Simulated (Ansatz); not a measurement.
# Nudged elastic band, with input and output: SiPH7

SiPH7, computed with RKS BHLYP-D4/def2-SVP (Ansatz 0.2.0).

The run did not end well.

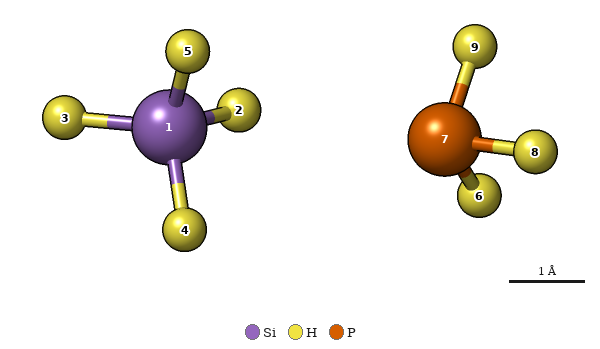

Fig. 1: The structure as given in the input (ball-and-stick view, seen at a tilt; atoms are numbered from 1 in the order of the input). Bond lengths as drawn: H–P 1.42 Å and H–Si 1.48 to 1.49 Å.

**Input file**
```yaml
crystal:
  periodic: [false, false, false]
  atoms:
    - {symbol: Si, position_ang: [-1.503689, 0.732765, -0.835874]}
    - {symbol: H, position_ang: [-0.797860, -0.466944, -1.355583]}
    - {symbol: H, position_ang: [-2.626447, 1.062589, -1.753561]}
    - {symbol: H, position_ang: [-2.043904, 0.449831, 0.516383]}
    - {symbol: H, position_ang: [-0.564861, 1.880232, -0.780233]}
    - {symbol: H, position_ang: [1.228627, -1.929121, 1.054372]}
    - {symbol: P, position_ang: [1.455749, -0.528377, 1.062459]}
    - {symbol: H, position_ang: [2.443516, -0.607975, 2.078859]}
    - {symbol: H, position_ang: [2.408867, -0.593102, 0.013179]}
basis:
  gaussian: {orbitals: def2-SVP}
hamiltonian: {xc: {name: BHLYP}, dispersion: d4}
neb:
  images: 3
  climbing: false
  max_iterations: 25
  initial_path: idpp
  final_atoms:
    - {symbol: Si, position_ang: [-0.451448, 0.895569, -0.109981]}
    - {symbol: H, position_ang: [-1.437087, -2.624680, -0.656889]}
    - {symbol: H, position_ang: [-0.759867, 0.546086, -1.520750]}
    - {symbol: H, position_ang: [-1.563910, 0.431098, 0.758399]}
    - {symbol: H, position_ang: [-0.330740, 2.372579, 0.007080]}
    - {symbol: H, position_ang: [-0.737641, -2.576297, -0.399362]}
    - {symbol: P, position_ang: [1.417770, -0.212814, 0.493657]}
    - {symbol: H, position_ang: [1.587923, 0.536147, 1.688999]}
    - {symbol: H, position_ang: [2.275000, 0.632210, -0.261151]}
```

Run as:
```bash
ansatz run in.yaml --threads 2 --pin off --events-out ev --progress --plain --max-ram 4352MiB
```

**Log**
```
Functional definition: BHLYP
  name "BHLYP"
  cite "Becke, J. Chem. Phys. 98, 1372 (1993) doi:10.1063/1.464304"
  cite "Becke, Phys. Rev. A 38, 3098 (1988) doi:10.1103/PhysRevA.38.3098"
  cite "Lee, Yang & Parr, Phys. Rev. B 37, 785 (1988) doi:10.1103/PhysRevB.37.785"
  parameter a = 0.5
  exchange = (1 - a)*b88_x + a*exact_x
  correlation = lyp_c
738 factors; integrals over basis functions are off by at most 2.8e-4 eV
mean field evaluation 1: about -17273.7495 eV, gradient 7.6e0 eV
mean field evaluation 2: about -17273.9897 eV, gradient 3.2e0 eV
mean field evaluation 4: about -17274.0203 eV, gradient 9.1e-2 eV
mean field evaluation 8: about -17274.0200 eV, gradient 4.4e-4 eV
mean field -17274.02002490 eV, -634.8085271639 hartree, gradient 9.8e-6 eV, S^2 0.000000; 0 other end points of the search recorded, 0 dependent functions left out
the calculation of the forces begins
reference -17274.02019700 eV, -634.8085334882 hartree; 18, 18 occupied and 53, 53 virtual orbitals, 738 factors
740 factors; integrals over basis functions are off by at most 4.4e-4 eV
mean field evaluation 16: about -17273.7654 eV, gradient 1.4e-1 eV
mean field -17273.76391711 eV, -634.7991153761 hartree, gradient 5.8e-5 eV, S^2 0.000000; 0 other end points of the search recorded, 0 dependent functions left out
[... from here on the field's lines of each further geometry are left out, up to the last ...]
WARN: NEB end point (image 0): max|allowed force component| = 1.803e-1 eV/Å (the criterion of neb.relax_end_points is 1.000e-2). That is over neb.f_tol: it is no minimum, so the barrier can be far off. Relax it first
WARN: NEB end point (image 4): max|allowed force component| = 2.520e-1 eV/Å (the criterion of neb.relax_end_points is 1.000e-2). That is over neb.f_tol: it is no minimum, so the barrier can be far off. Relax it first
NEB iter   1: max|band force component| = 4.292e0 eV/Å  barrier→ = 7.1913 eV  barrier← = 6.9745 eV  Δτ_max = 0.2000 Å  (109 SCF iters)
NEB iter   2: max|band force component| = 4.183e0 eV/Å  barrier→ = 5.9290 eV  barrier← = 5.7122 eV  Δτ_max = 0.2000 Å  (79 SCF iters)
NEB iter   3: max|band force component| = 3.423e0 eV/Å  barrier→ = 4.5268 eV  barrier← = 4.3100 eV  Δτ_max = 0.2000 Å  (76 SCF iters)
NEB iter   4: max|band force component| = 2.679e0 eV/Å  barrier→ = 3.6988 eV  barrier← = 3.4820 eV  Δτ_max = 0.1015 Å  (72 SCF iters)
NEB iter   5: max|band force component| = 1.149e0 eV/Å  barrier→ = 3.4310 eV  barrier← = 3.2143 eV  Δτ_max = 0.1015 Å  (69 SCF iters)
NEB iter   6: max|band force component| = 5.548e-1 eV/Å  barrier→ = 3.2133 eV  barrier← = 2.9965 eV  Δτ_max = 0.2000 Å  (70 SCF iters)
NEB iter   7: max|band force component| = 5.763e-1 eV/Å  barrier→ = 3.0280 eV  barrier← = 2.8112 eV  Δτ_max = 0.0996 Å  (68 SCF iters)
NEB iter   8: max|band force component| = 4.027e-1 eV/Å  barrier→ = 2.9075 eV  barrier← = 2.6907 eV  Δτ_max = 0.1002 Å  (64 SCF iters)
NEB iter   9: max|band force component| = 3.700e-1 eV/Å  barrier→ = 2.8113 eV  barrier← = 2.5945 eV  Δτ_max = 0.2000 Å  (64 SCF iters)
NEB iter  10: max|band force component| = 2.789e-1 eV/Å  barrier→ = 2.7712 eV  barrier← = 2.5544 eV  Δτ_max = 0.1998 Å  (68 SCF iters)
NEB iter  11: max|band force component| = 2.684e-1 eV/Å  barrier→ = 2.7314 eV  barrier← = 2.5146 eV  Δτ_max = 0.1119 Å  (65 SCF iters)
NEB iter  12: max|band force component| = 3.730e-1 eV/Å  barrier→ = 2.6856 eV  barrier← = 2.4688 eV  Δτ_max = 0.0284 Å  (62 SCF iters)
NEB iter  13: max|band force component| = 2.671e-1 eV/Å  barrier→ = 2.7126 eV  barrier← = 2.4959 eV  Δτ_max = 0.0432 Å  (62 SCF iters)
NEB iter  14: max|band force component| = 1.503e-1 eV/Å  barrier→ = 2.7435 eV  barrier← = 2.5267 eV  Δτ_max = 0.0564 Å  (62 SCF iters)
NEB iter  15: max|band force component| = 2.326e-1 eV/Å  barrier→ = 2.7480 eV  barrier← = 2.5312 eV  Δτ_max = 0.0282 Å  (63 SCF iters)
NEB iter  16: max|band force component| = 2.672e-1 eV/Å  barrier→ = 2.7550 eV  barrier← = 2.5382 eV  Δτ_max = 0.0141 Å  (63 SCF iters)
NEB iter  17: max|band force component| = 2.338e-1 eV/Å  barrier→ = 2.7582 eV  barrier← = 2.5414 eV  Δτ_max = 0.0141 Å  (61 SCF iters)
NEB iter  18: max|band force component| = 1.356e-1 eV/Å  barrier→ = 2.7732 eV  barrier← = 2.5565 eV  Δτ_max = 0.0141 Å  (62 SCF iters)
NEB iter  19: max|band force component| = 1.393e-1 eV/Å  barrier→ = 2.8067 eV  barrier← = 2.5899 eV  Δτ_max = 0.0071 Å  (63 SCF iters)
NEB iter  20: max|band force component| = 1.205e-1 eV/Å  barrier→ = 2.8201 eV  barrier← = 2.6033 eV  Δτ_max = 0.0071 Å  (58 SCF iters)
NEB iter  21: max|band force component| = 7.631e-2 eV/Å  barrier→ = 2.8364 eV  barrier← = 2.6197 eV  Δτ_max = 0.0070 Å  (58 SCF iters)
NEB iter  22: max|band force component| = 8.702e-2 eV/Å  barrier→ = 2.8547 eV  barrier← = 2.6380 eV  Δτ_max = 0.0141 Å  (58 SCF iters)
NEB iter  23: max|band force component| = 1.027e-1 eV/Å  barrier→ = 2.8904 eV  barrier← = 2.6737 eV  Δτ_max = 0.0141 Å  (62 SCF iters)
NEB iter  24: max|band force component| = 1.176e-1 eV/Å  barrier→ = 2.9187 eV  barrier← = 2.7020 eV  Δτ_max = 0.0141 Å  (61 SCF iters)
the calculation of the forces begins
reference -17270.98779430 eV, -634.6970947445 hartree; 18, 18 occupied and 53, 53 virtual orbitals, 738 factors
these checks for a lower state are left out or cut short: starts, cluster_reference, orbital_swaps, neighbouring_geometries, increment
740 factors; integrals over basis functions are off by at most 4.2e-4 eV
mean field -17273.67008567 eV, -634.7956671342 hartree, gradient 2.2e-5 eV, S^2 0.000000; 0 other end points of the search recorded, 0 dependent functions left out
the calculation of the forces begins
reference -17273.67024662 eV, -634.7956730489 hartree; 18, 18 occupied and 53, 53 virtual orbitals, 740 factors
NEB iter  25: max|band force component| = 1.317e-1 eV/Å  barrier→ = 2.9632 eV  barrier← = 2.7465 eV  Δτ_max = 0.0141 Å  (63 SCF iters)
```

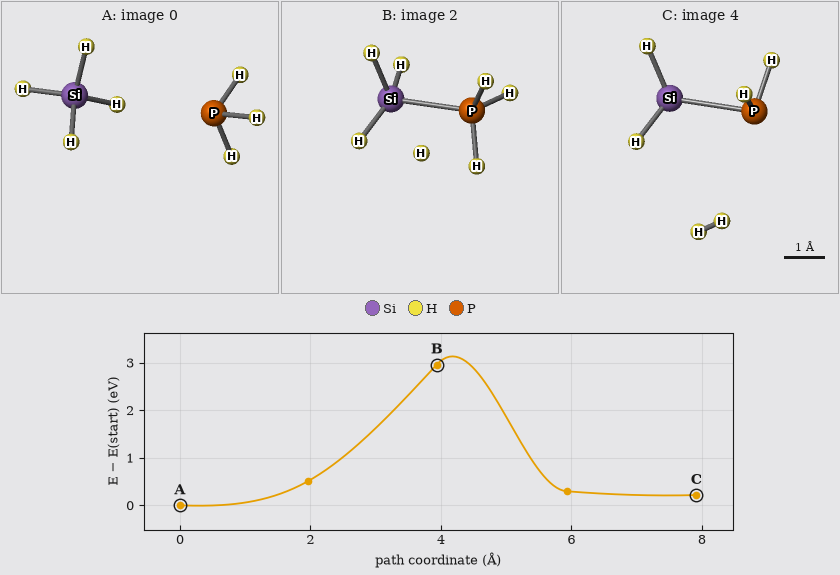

Fig. 2: Images of the last band (counted from 0; ball-and-stick, seen at a tilt) above the energy along the path; the line is a cubic interpolation that uses the forces. The highest image is number 2, 2.963 eV above the start and 2.746 eV above the end; the end lies 0.217 eV above the start. The path is 7.92 Å long. The band had not converged after 25 iterations. The end points carry forces over 0.1 eV/Å, so they aren't fully relaxed minima and the barriers are approximate.

```
Error: NEB band did not converge after 25 iterations: max|band force component| = 1.32e-1 eV/Å (threshold 5.0e-2); raise `neb.max_iterations` in a new run, which can start from the last band evaluated (`neb.initial_path`, with `crystal.atoms` and `neb.final_atoms` set to its first and last images), add images, or start from endpoints closer to local minima. Where this run's directory can be resumed (`checkpoint.write`), a resume goes on for up to `neb.max_iterations` more; to start a new run from the last band, take its images' positions from the `neb_iteration` event of iteration 25 (`data.images[].positions_ang`), in the event stream of the run that computed that iteration (not this run's, if it was resumed behind it). With `checkpoint.write`, `steps/00-neb/state/checkpoint.json` in the run directory holds the last saved band, under `neb.evaluated.images[].positions_ang` (a band under a hybrid functional on support functions is neither saved nor resumed: `neb.initial_path` says where its path is): check the last entry of `neb.iterations` there, which is earlier than 25 if that iteration was not saved or its write failed. If the band's step has no `state` directory and holds `state.next`, a write was cut short, and the file is under `state.next` instead (behind a loss of power it can be under `state.prev`)
a run's events are kept only if it was started with --events-out <file>, and are in that file
```

**The last band as extended XYZ (Å, eV, eV/Å)**
```
9
Properties=species:S:1:pos:R:3:forces:R:3 image=0 energy=-17274.16617
Si   -1.5037    0.7328   -0.8359    0.0156  -0.0055   0.0116
H    -0.7979   -0.4669   -1.3556   -0.0448   0.0710   0.0267
H    -2.6264    1.0626   -1.7536    0.0617  -0.0168   0.0516
H    -2.0439    0.4498    0.5164    0.0269   0.0171  -0.0818
H    -0.5649    1.8802   -0.7802   -0.0590  -0.0656  -0.0071
H     1.2286   -1.9291    1.0544   -0.0541   0.0590   0.0024
P     1.4557   -0.5284    1.0625    0.1803  -0.1622  -0.0050
H     2.4435   -0.6080    2.0789   -0.0656   0.0526  -0.0046
H     2.4089   -0.5931    0.0132   -0.0610   0.0505   0.0064
9
Properties=species:S:1:pos:R:3:forces:R:3 image=1 energy=-17273.65269
Si   -1.3327    0.5994   -0.4832   -0.2109   0.0286  -0.1276
H    -0.7328   -0.7445   -0.6945    0.1080   0.2340   0.0011
H    -1.6736    1.0240   -1.8545   -0.5380   0.0753  -0.1016
H    -2.4379    0.3454    0.4670   -0.2944   0.1120  -0.1937
H    -0.5584    1.7217    0.0820    0.0823  -0.1348  -0.1251
H     1.0335   -1.7399    0.9478    0.2460  -0.0468   0.0960
P     1.3166   -0.3713    0.7335    0.1933   0.0281   0.2188
H     2.5595   -0.2786    1.3786    0.3844  -0.3477   0.1218
H     1.8256   -0.5563   -0.5768    0.0293   0.0512   0.1103
9
Properties=species:S:1:pos:R:3:forces:R:3 image=2 energy=-17271.20294
Si   -0.9178    0.5741   -0.1843   -0.4802  -0.0932  -0.2592
H    -1.0349   -1.1441   -0.6683    0.1450   0.8245  -0.1149
H    -0.7024    0.9293   -1.6135   -0.5433   0.1987  -0.2033
H    -1.8212    0.1877    0.9394   -0.3279   0.0760  -0.0799
H    -0.6176    2.0030    0.3848    0.0279  -0.3402  -0.1957
H     0.5300   -1.7009    0.7146    0.8730   0.2073   0.5612
P     0.9650   -0.4403    0.2686    0.1029  -0.0323   0.0147
H     1.8971    0.2974    1.0505    0.2854  -0.7727   0.2435
H     1.7018   -0.7062   -0.8917   -0.0829  -0.0681   0.0334
9
Properties=species:S:1:pos:R:3:forces:R:3 image=3 energy=-17273.86883
Si   -0.5212    0.9280    0.0587    0.0313   0.0197   0.0172
H    -1.1306   -1.9857   -0.5793   -0.0069  -0.0914   0.0010
H    -0.7326    0.9291   -1.4079   -0.0106  -0.0060   0.0168
H    -1.7424    0.4161    0.7202    0.0031   0.0083  -0.0223
H    -0.2878    2.3159    0.5161    0.0157   0.0235   0.0109
H    -0.6377   -2.2058   -0.0525   -0.0877  -0.0440  -0.0606
P     1.2481   -0.3862    0.6403    0.0296   0.0187   0.0466
H     2.1694    0.6755    0.7925    0.0286   0.0563  -0.0282
H     1.6349   -0.6871   -0.6881   -0.0033   0.0149   0.0186
9
Properties=species:S:1:pos:R:3:forces:R:3 image=4 energy=-17273.94940
Si   -0.2750    0.9707    0.0008   -0.2478   0.0903  -0.0277
H    -2.0455   -2.2578   -0.3227   -0.2418   0.0356  -0.0295
H    -0.9549    0.7601   -1.3033    0.0431   0.0243   0.0801
H    -1.2351    0.6883    1.0988    0.0594   0.0285  -0.0656
H     0.1635    2.3881    0.0943   -0.0080  -0.0966  -0.0037
H    -1.3111   -2.3597   -0.2322    0.2520  -0.0249   0.0312
P     1.4197   -0.5096    0.1544    0.1949   0.1168   0.0266
H     2.0000    0.1302    1.2825   -0.0244  -0.0872  -0.0180
H     2.2384    0.1895   -0.7727   -0.0274  -0.0870   0.0066
```

**What the run reported**

```csv
quantity,value
outcome,not converged
"barrier, forward (band not converged)",2.963 eV
"barrier, backward",2.747 eV
hardware,"2 CPU threads, shared host"
wall time,63 s (CPU time 1.9 min)
peak memory,0.44 GiB
```

**What went wrong**

The run did not converge: “NEB band did not converge after 25 iterations: max|band force component| = 1.32e-1 eV/Å (threshold 5.0e-2); raise `neb.max_iterations` in a new run, which can start from the last band evaluated (`neb.initial_path`, with `crystal.atoms` and `neb.final_atoms` set to its first and last images), add images, or start from endpoints closer to local minima …” Its last values are not results.
